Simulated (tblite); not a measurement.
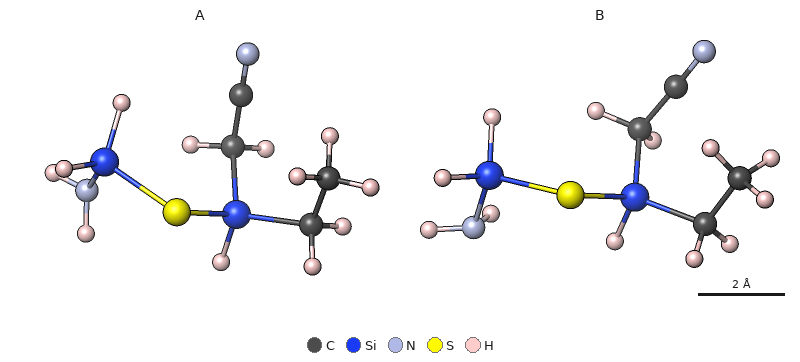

Two geometries of C₄H₁₂N₂SSi₂, drawn at one scale. One is the start of a relaxation, the other its converged end. The picture is a ball-and-stick view, seen at a tilt.

Theory: GFN2-xTB geometry optimisation, gas phase in tblite. 

> Which of the two is the end point?

Structure A is the relaxed one. An H atom moves most after the best rigid fit: 1.54 Å. Largest moves by element: H 1.54 Å, N 1.31 Å, C 0.85 Å, Si 0.50 Å, S 0.43 Å. Some distances before and after: C–Si 1.851 → 1.924 Å, N–Si 1.781 → 1.724 Å, H–N 1.062 → 1.009 Å, C–H 1.126 → 1.088 Å. Among the angles between lasting bonds that change: N–Si–H 107.1° → 118.6°, Si–N–H 107.1° → 118.1°, Si–N–H 109.4° → 118.3°. Groups turn about S–Si by about 30°, C–C by about 30°, C–Si by about 30°. The energy falls by 75.2 kJ/mol in 212 geometry steps. Cost: 4 s on 1 thread of Arm Neoverse N1 (shared host).
